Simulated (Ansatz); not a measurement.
System: Nb5O.

```
Nb O
1.0
     5.21242    0.00000    0.00000
    -2.60621    4.51409    0.00000
     0.00000    0.00000    4.96095
Nb O
5 1
Direct
  0.33333 0.66667 0.00000
  0.66667 0.33333 0.00000
  0.50000 0.00000 0.50000
  0.50000 0.50000 0.50000
  0.00000 0.50000 0.50000
  0.00000 0.00000 0.00000
```

Space group P6/mmm; a structure generated by program, which may or may not match a known phase; computed without spin polarisation.

Method: Ansatz, DFT PBE, scalar-relativistic, plane waves, PAW.

### What can the converged valence pseudo-density and electron localisation function tell about the bonding?

Nb–Nb (2.61 Å): the density is about 0.45 e/Å³ at the midpoint; the ELF is about 0.25 at the midpoint; no shared electron pair shows on this line.
Bader's partition of the density gives Nb +0.03 to +0.40 and O −0.89 e.

### How much charge does the calculation move between the atoms?

Electrons move from Nb towards O. Bader charges: Nb +0.03 to +0.40 and O −0.89 e.

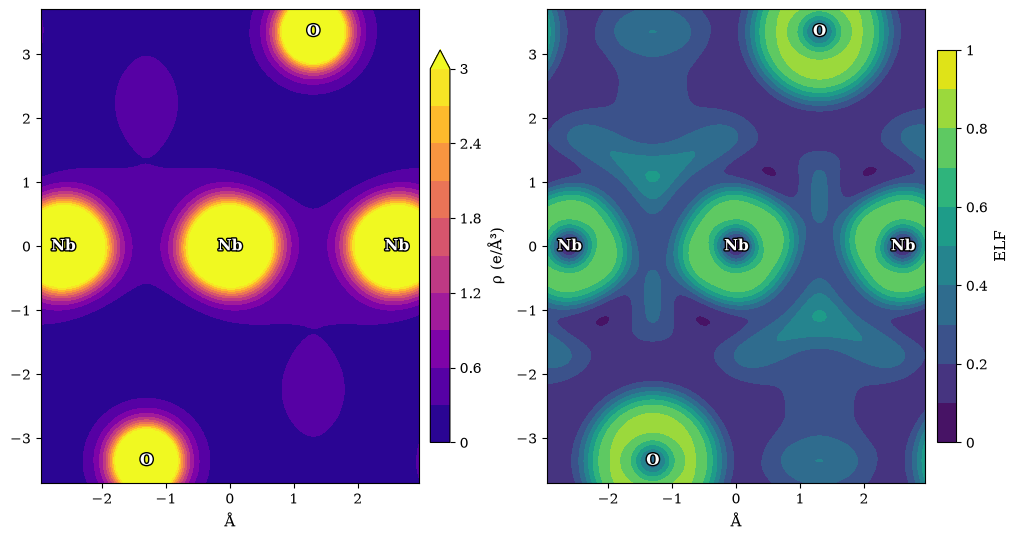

Computed valence pseudo-density and electron localisation function on the (011) plane of the conventional cell, in this order. 
